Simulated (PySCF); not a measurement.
# C5H8NO3, charge −1, SMILES `C=NCOC(C)C(=O)[O-]`: electronic structure

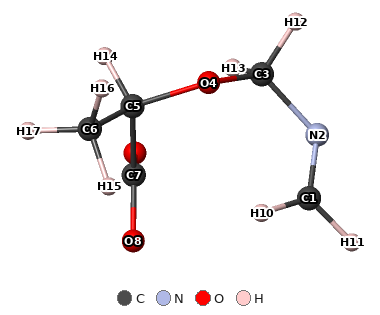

The molecule, with its atoms numbered as below. No frequency check shows the geometry to be a minimum.

Cartesian coordinates (Å):

```
C1      -1.9307   -0.3961   -1.1662
N2      -2.2572   -0.0461   -0.0073
C3      -1.3665    0.7350    0.8006
O4      -0.2699    1.3183    0.1636
C5       0.9909    0.6515    0.3694
C6       1.9684    1.2372   -0.6347
C7       0.8782   -0.9401    0.2223
O8       1.0565   -1.3962   -0.9114
O9       0.6237   -1.5276    1.2821
H10     -0.9869   -0.1515   -1.6491
H11     -2.6328   -1.0044   -1.7225
H12     -1.9787    1.5506    1.2210
H13     -1.0489    0.0772    1.6229
H14      1.3135    0.8645    1.4048
H15      1.7751    0.7869   -1.6066
H16      1.8473    2.3185   -0.7025
H17      2.9880    0.9998   -0.3393
```

### 1. Bonding charge

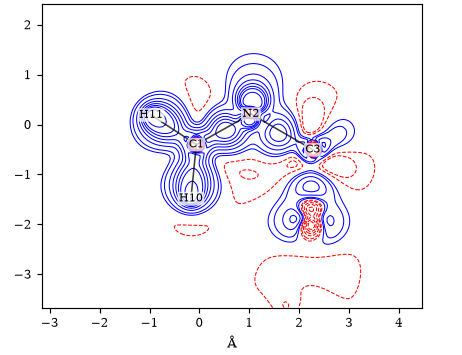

Deformation density (molecule less spherical, spin-averaged free atoms) in the plane of C1, N2, C3, H10 and H11; contours at ±0.05 to ±0.8 e/Å³; solid blue lines: gain, dashed red lines: loss.

Level of theory: M06-2X/6-311+G** (PySCF), at a geometry from GFN2-xTB.

Describe the bonding that the map shows.

Answer. C1–H10: +0.78 e/Å³ at the bond critical point (bond length 1.09 Å). C1–H11: +0.75 e/Å³ at the bond critical point (bond length 1.08 Å). C1–N2: +0.60 e/Å³ at the bond critical point (bond length 1.25 Å). N2–C3: +0.38 e/Å³ at the bond critical point (bond length 1.43 Å). In all, 4.6 electrons gather in the regions of gain relative to the promolecule of neutral atoms (this includes the anion's extra charge).

Where do the Hirshfeld charges lie?

Answer. The highest Hirshfeld charge is on C7 (+0.11 e), the lowest on O9 (−0.42 e).

### 2. Local ionisation energy

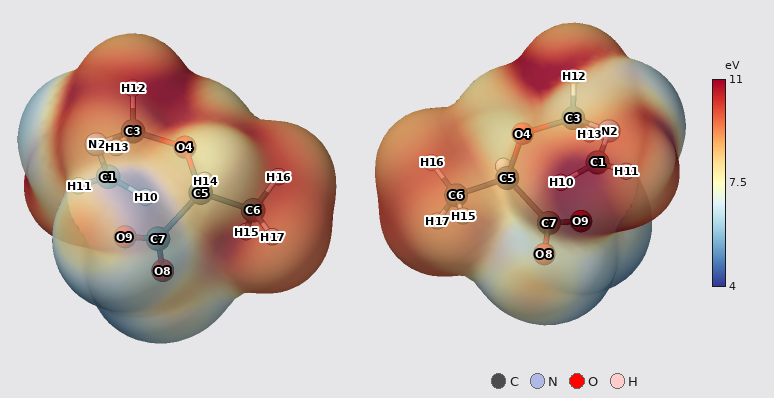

Average local ionisation energy on the surface of electron density 0.001 a.u. (back view left, front view right).

Where are the most loosely bound electrons on this surface?

Answer. The lowest value is 5.0 eV, 1.9 Å from O9. Further minima include 5.9 eV, 1.9 Å from O9; 6.1 eV, 2.0 Å from N2; 6.7 eV, near H10 (1.80 Å), H15 (1.92 Å) and O8 (1.96 Å). For comparison, the highest occupied orbital lies at −3.3 eV.

What volume does the surface enclose?

Answer. About 172 Å³.

### 3. Removing or adding an electron

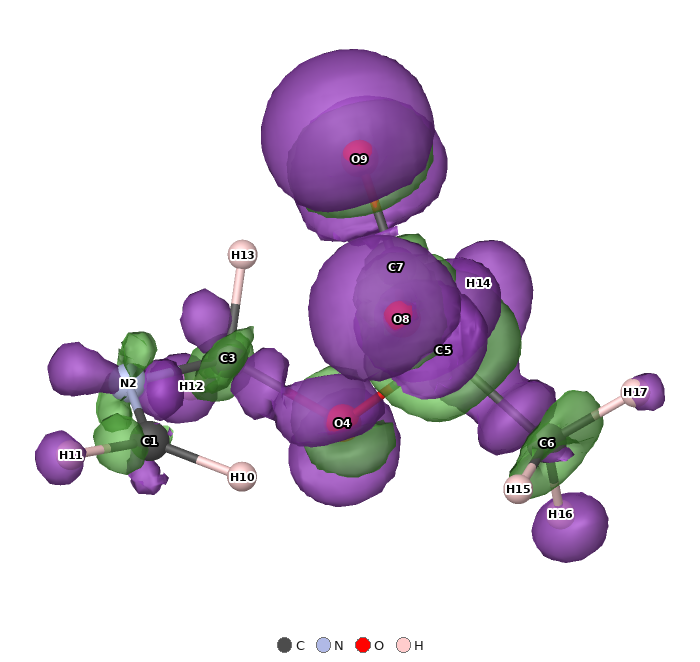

Fukui function f⁻ = ρ(N) − ρ(N−1) at fixed geometry, surfaces at ±0.02 e/Å³ (purple positive, green negative).

Level of theory: PBE0/6-31+G* (PySCF), at a geometry from GFN2-xTB.

Which atoms respond most to the removal of an electron?

Answer. f⁻ (Hirshfeld-condensed) is largest on O9 (0.27) and O8 (0.17); the vertical detachment energy is 3.73 eV (the stability of the neutral species's solution wasn't checked). Condensed values hint at sites of electrophilic attack but needn't mark the atom that reacts. Orbital relaxation makes it negative in places (0.29 e in all).

The PySCF runs shown took 3 min and 5.1 min on 1 thread of AMD EPYC (Zen 3) (shared host).
